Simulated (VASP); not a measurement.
Band structure of WO3 (space group P4/nmm). All values below come from PBEsol GGA, VASP's PBE PAW potentials (set 64) (plane waves; VASP 6.6.1).

Unless said otherwise, spin-orbit coupling is left out, though it shifts the bands of the heavy elements here.

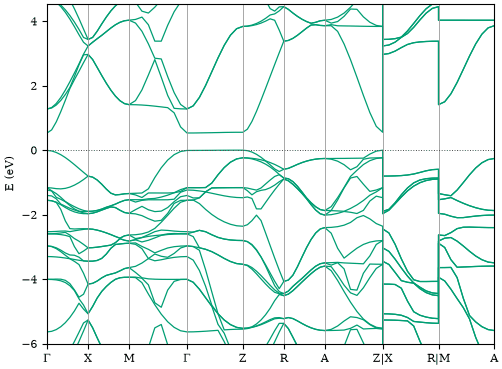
Figure: Bands along high-symmetry lines, zero at the valence-band maximum or, without a gap, the Fermi level

Task: Read the plot: is there a gap, and where are the band edges?

Result: The gap is indirect, 0.53 eV, from the valence maximum at Z to the conduction minimum at Γ. (Edges off the drawn lines would not show.)

The structure comes from a computed database's WO3 entry (P4/nmm); how it stands against other phases isn't given here. It was relaxed first.
